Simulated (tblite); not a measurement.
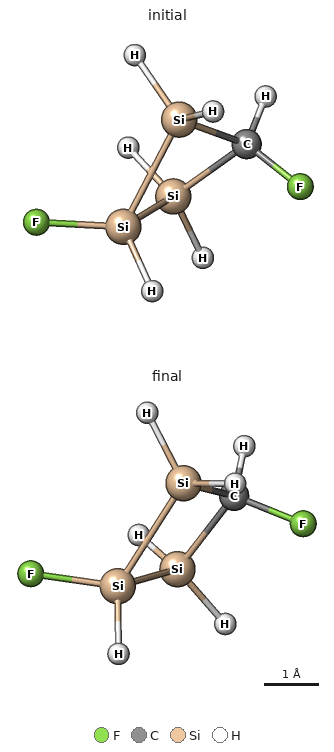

The structure of CH$_{6}$F$_{2}$Si$_{3}$ before (top) and after (bottom) a relaxation, at one scale.

Style: ball-and-stick. Shown from a free direction.

All numbers below come from tblite 0.8.0, GFN2-xTB geometry optimisation, gas phase. 

### What changed between the two?

The largest moves after the best rigid fit, 0.63 Å, are those of H atoms. Largest moves by element: H 0.63 Å, F 0.52 Å, C 0.30 Å, Si 0.24 Å. Among the contacts that change: Si–Si 2.759 → 3.091 Å, Si–Si 2.264 → 2.342 Å, C–F 1.341 → 1.404 Å, C–Si 1.925 → 1.959 Å. Bond angles that change, for instance: F–Si–H 113.6° → 98.8°, Si–C–Si 91.4° → 104.2°, F–C–H 113.5° → 104.2°. Groups turn about Si–Si by about 25°, Si–Si by about 25°. Over 59 geometry steps the energy falls by 14.7 kcal/mol.
